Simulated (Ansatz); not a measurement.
## MoO$_{2}$: a changed input and its effect

System: MoO$_{2}$.
Method of the first run: RKS PBE with 15 % exact exchange/def2-TZVP (Ansatz 0.2.0).

The geometry comes from this level: r2SCAN-D4/def2-TZVP. Text and figures count atoms from 1; the logs count them from 0 in places.

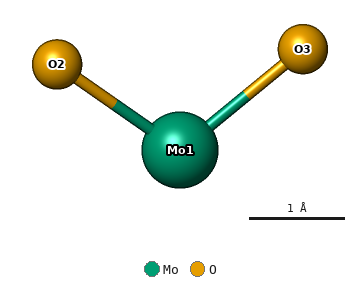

Figure 1. The structure as given in the input (ball-and-stick view, seen at a tilt; atoms are numbered from 1 in the order of the input). Sticks mark near contacts.

## The input, the first run
```yaml
crystal:
  periodic: [false, false, false]
  atoms:
    - {symbol: Mo, position_ang: [0.265408, -0.521781, 0.355159]}
    - {symbol: O, position_ang: [-1.349147, -0.207250, 0.043683]}
    - {symbol: O, position_ang: [1.083739, 0.729041, -0.398842]}
basis:
  gaussian: {orbitals: def2-TZVP, initial_orbitals: start.molden}
hamiltonian: {xc: {text: "exchange = 0.85*pbe_x + 0.15*exact_x\ncorrelation = pbe_c"}}
scf: {omitted_lower_state_checks: [starts]}
output: {orbitals: {seedname: orbitals}}
```

Launched with:
```bash
ansatz run in.yaml --threads 4 --pin off --events-out ev --progress --plain --max-ram 3916MiB
```

Hardware: 4 threads of Arm Neoverse V1, 23 GiB of memory available, shared host.

## Output (the first run)
```
Functional definition: unnamed
  exchange = 0.85*pbe_x + 0.15*exact_x
  correlation = pbe_c
these checks for a lower state are left out or cut short: starts
637 factors; their error is unknown
mean field evaluation 1: about -5947.3118 eV, gradient 3.2e0 eV
mean field evaluation 2: about -5947.3314 eV, gradient 2.9e-2 eV
mean field evaluation 4: about -5947.3809 eV, gradient 4.9e-4 eV
mean field evaluation 8: about -5947.3809 eV, gradient 2.6e-5 eV
mean field -5947.38086190 eV, -218.5622153953 hartree, gradient 2.6e-5 eV, S^2 0.000000; 0 other end points of the search recorded, 0 dependent functions left out
reference -5947.38090031 eV, -218.5622168068 hartree; 15, 15 occupied and 87, 87 virtual orbitals, 637 factors
Total energy: -5947.38090031 eV, -218.5622168068 hartree
Checks for a lower state left out: starts
```

For the second run the input was changed thus:
```diff
-    - {symbol: Mo, position_ang: [0.265408, -0.521781, 0.355159]}
-    - {symbol: O, position_ang: [-1.349147, -0.207250, 0.043683]}
-    - {symbol: O, position_ang: [1.083739, 0.729041, -0.398842]}
+    - {symbol: Mo, position_ang: [0.240574, -0.472958, 0.321927]}
+    - {symbol: O, position_ang: [-1.422039, -0.264493, 0.075816]}
+    - {symbol: O, position_ang: [1.181465, 0.737461, -0.397743]}
+magnetization: {spin_polarized: true, initial_magnetization: 2}
```

How does the second run compare with the first run?

With the same method and basis, the second run lies 14.7 kcal/mol lower. The HOMO goes from −5.58 to −6.06 eV. The LUMO goes from −4.04 to −3.87 eV.

## Output (the second run)
```
Functional definition: unnamed
  exchange = 0.85*pbe_x + 0.15*exact_x
  correlation = pbe_c
these checks for a lower state are left out or cut short: starts
637 factors; their error is unknown
mean field evaluation 1: about -5947.9470 eV, gradient 2.3e0 eV
mean field evaluation 2: about -5947.9665 eV, gradient 2.5e-2 eV
mean field evaluation 4: about -5948.0178 eV, gradient 2.5e-4 eV
mean field evaluation 8: about -5948.0178 eV, gradient 2.5e-5 eV
mean field -5948.01780414 eV, -218.5856225909 hartree, gradient 2.6e-5 eV, S^2 2.013069; 0 other end points of the search recorded, 0 dependent functions left out
reference -5948.01785221 eV, -218.5856243576 hartree; 16, 14 occupied and 86, 88 virtual orbitals, 637 factors
Total energy: -5948.01785221 eV, -218.5856243576 hartree
Checks for a lower state left out: starts
```

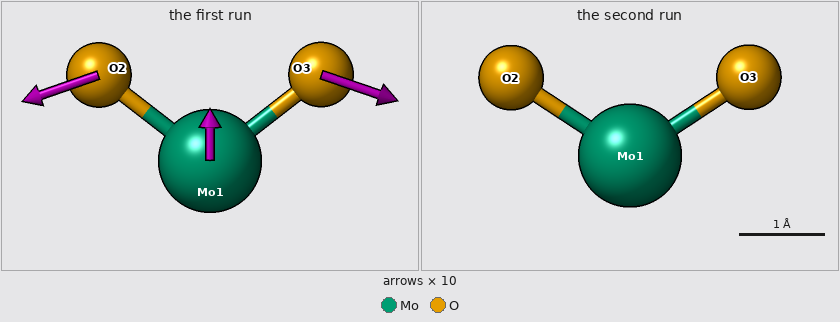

Figure 2. The two input geometries at one scale (ball-and-stick view, seen on its broad side). The pink arrows on the first give the shifts of the atoms after the best rigid fit, magnified 10 times. The largest moves after the best rigid fit, 0.098 Å, are those of O2 and O3. Largest moves by element: O 0.098 Å, Mo 0.064 Å. Among the contacts that change: Mo1–O2 1.674 → 1.694 Å.

## The two runs side by side

```tsv
quantity	the first run	the second run
outcome	converged	converged
total energy (hartree)	−218.562217	−218.585624
HOMO (eV)	−5.58	−6.06
LUMO (eV)	−4.04	−3.87
basis functions	102	102
⟨S²⟩	–	2.013
wall time (shared host)	0.7 s	1.2 s
```
